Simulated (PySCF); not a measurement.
Consider Br3P (Phosphorus tribromide).

```yaml
atoms:
  - { symbol: Br, position_ang: [1.5052, 0.7261, -1.1268] }
  - { symbol: P, position_ang: [0.4179, -0.2037, 0.5882] }
  - { symbol: Br, position_ang: [-1.2017, 1.2966, 0.9460] }
  - { symbol: Br, position_ang: [-0.7080, -1.8367, -0.4415] }
```

Geometry: PBE0-D3(BJ)/def2-SVP.

Level of theory: CAM-B3LYP/def2-SVPD, SCF density, gas phase (PySCF).

Q: What will maps of the electron density and electron localisation function show?

A: P–Br (2.23 Å): the density is about 0.78 e/Å³ at the midpoint; the ELF peaks at about 0.85 between the atoms: localised, covalent bonding.

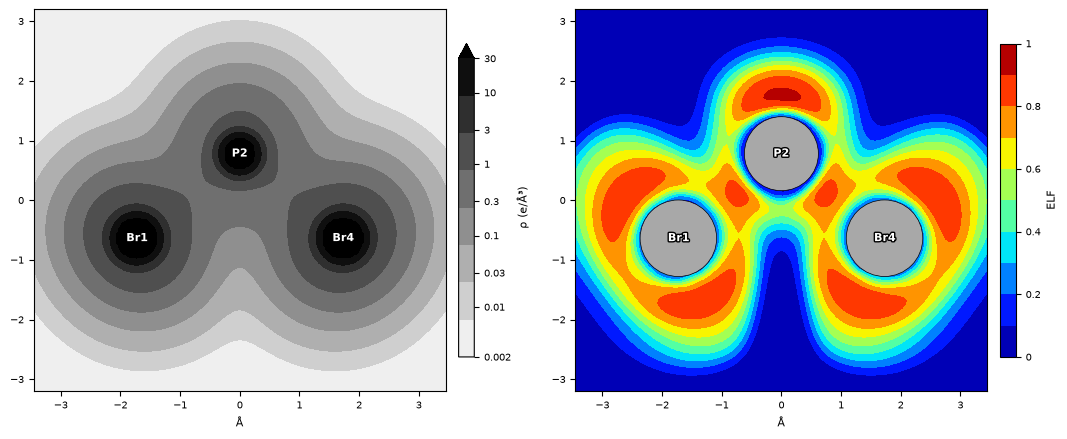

Computed electron density and electron localisation function on the plane of atoms Br1, P2 and Br4, in this order. Grey discs cover the atomic cores in the ELF map. 
